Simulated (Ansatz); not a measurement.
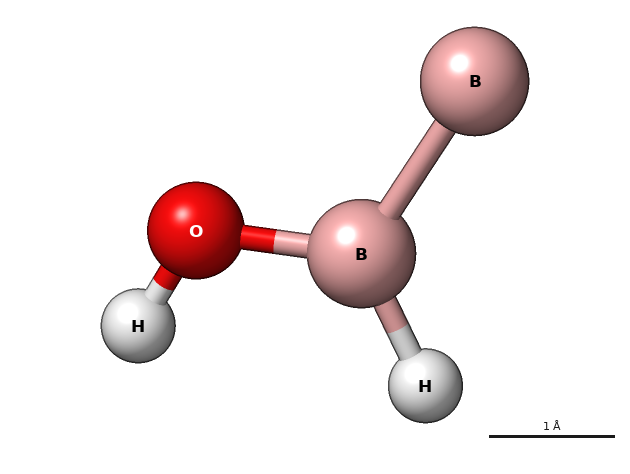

Computed geometry: PBE0-D4/def2-TZVP optimisation. No frequency run is at hand to confirm it as a minimum.

Count the atoms of each element.

Answer. B₂H₂O, 5 atoms: 2 boron, 2 hydrogen and 1 oxygen.

What is the point group of this geometry?

Answer. Cs.

Count the bonded pairs by element.

Answer. 1 B–B, 1 B–O, 1 B–H, 1 O–H. Sticks follow a distance rule.

How many sets of symmetry-equivalent atoms are there?

Answer. 5: 1 B, 1 B, 1 O, 1 H, 1 H.

More results for the same structure follow; atom numbers are the same in all pictures, views and colours differ.

Shape

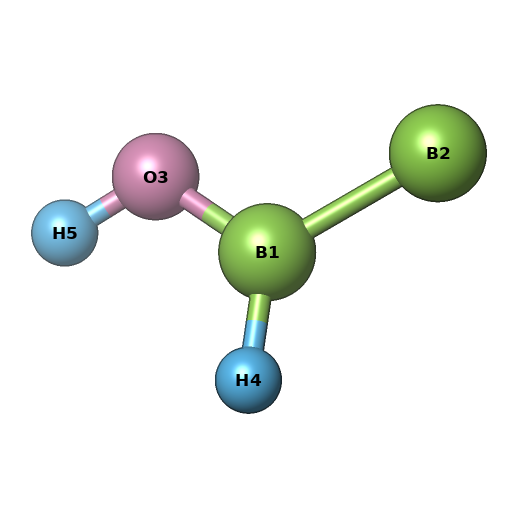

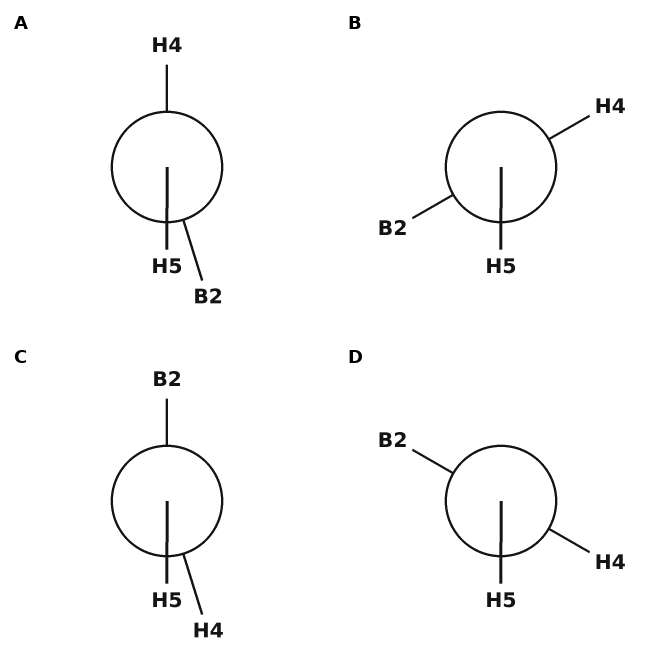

Distant atoms are faded towards the background colour. Bonds that would overlap in a projection are set slightly apart. No frequency run is at hand to confirm it as a minimum.

Which Newman projection shows the view along O3–B1, with O3 in front?

Answer. C. The torsion angle H5–O3–B1–B2 is 180°, antiperiplanar (anti).

Electronic properties

No frequency run is at hand to confirm it as a minimum. Method: RKS PBE0-D4/def2-TZVPP (Ansatz 0.2.0).

Computed properties:

- HOMO energy (Kohn–Sham orbital): −5.63 eV
- LUMO energy (Kohn–Sham orbital): −2.93 eV
- HOMO–LUMO gap: 2.70 eV

Dipole moment

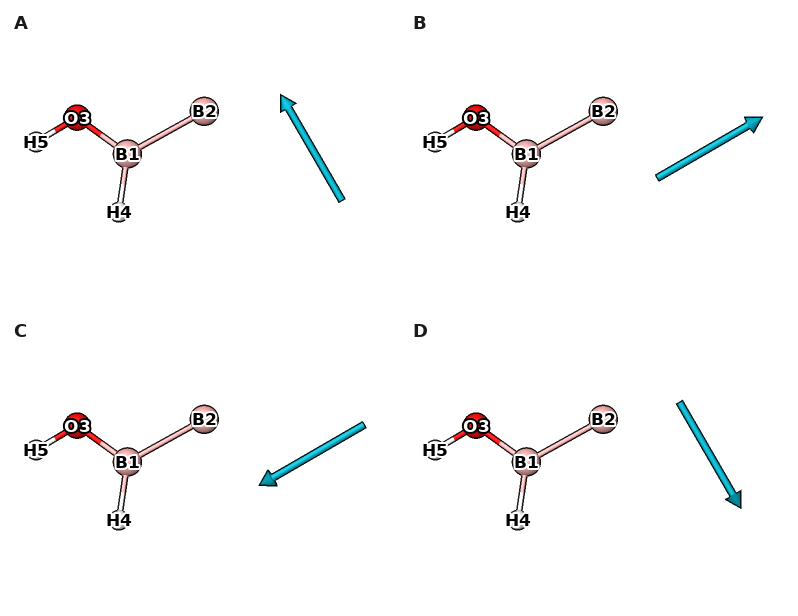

The same molecule four times, each with an arrow. No frequency run is at hand to confirm it as a minimum. Level of theory: RKS PBE0-D4/def2-TZVP (Ansatz 0.2.0).

Which arrow points along the dipole moment, from the negative to the positive end?

Answer. C. The dipole moment is 3.89 D; it points from the side of B2 to the side of H5 (the outermost atoms at the two ends).

Charges

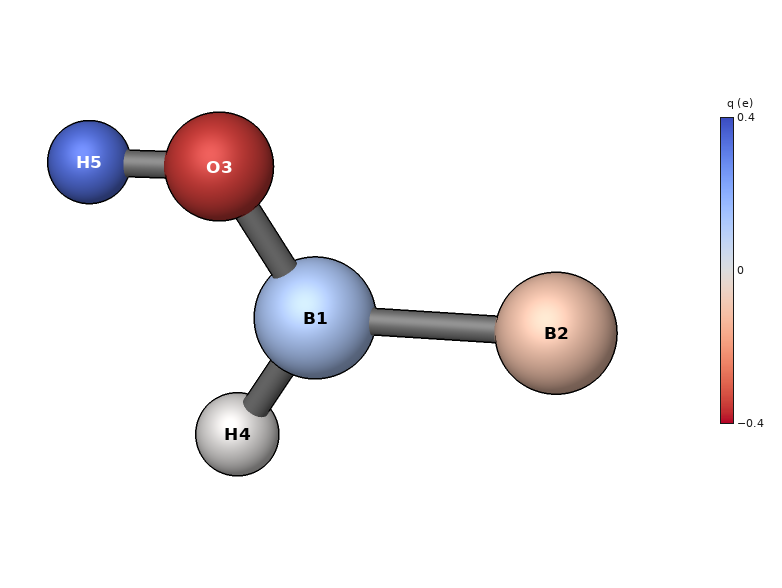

Atoms are coloured by their Mulliken charges. No frequency run is at hand to confirm it as a minimum. Properties computed with RKS PBE0-D4/def2-TZVP (Ansatz 0.2.0).

Which atom carries the highest charge (most positive or least negative)?

Answer. H5 (0.34 e).

And the lowest?

Answer. O3 (−0.35 e).

Give the Mulliken charges atom by atom.

```json
{"atom": "B1", "value (e)": "0.12"}
{"atom": "B2", "value (e)": "−0.10"}
{"atom": "O3", "value (e)": "−0.35"}
{"atom": "H4", "value (e)": "0.00"}
{"atom": "H5", "value (e)": "0.34"}
```

Mulliken values depend strongly on the basis set and can even reverse the polarity of a bond.
